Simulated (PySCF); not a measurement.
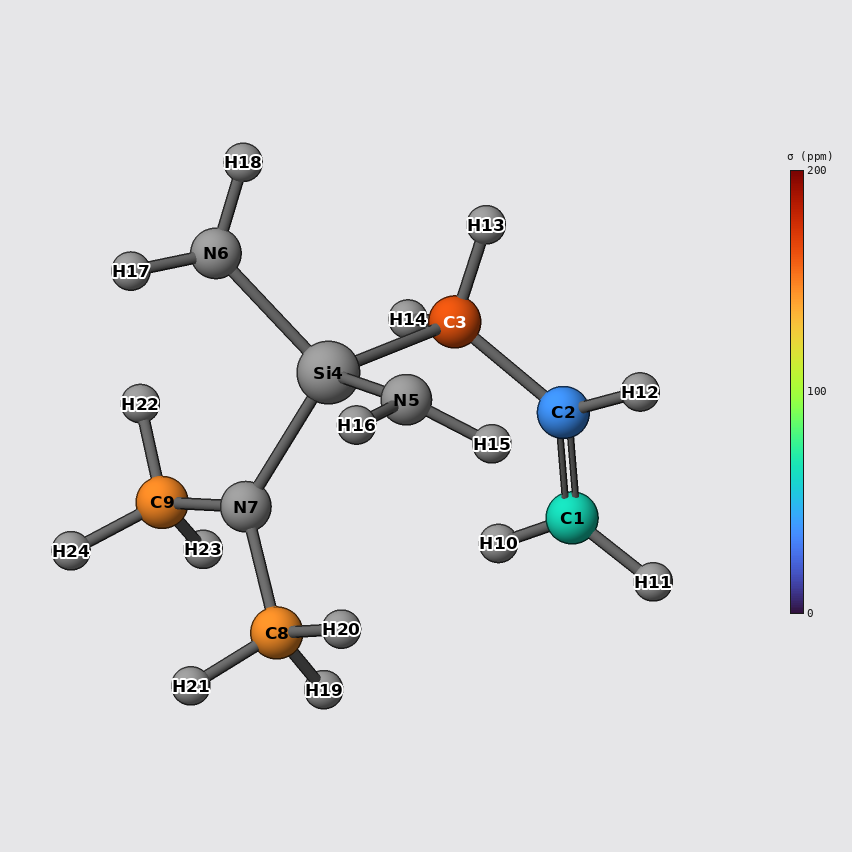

Atoms are coloured by their isotropic NMR shieldings (C only, the others grey). The geometry was computed by an optimisation with PBE0-D3(BJ)/def2-SVP. No frequency run is at hand to confirm it as a minimum. Level of theory: GIAO PBE0/pcSseg-1 NMR shielding, non-relativistic, IEF-PCM chloroform (PySCF 2.14.0).

Give the isotropic NMR shieldings of the C atoms atom by atom.

```
atom  σ (ppm)
  C1     64.4
  C2     38.7
  C3    160.8
  C8    144.7
  C9    146.2
```
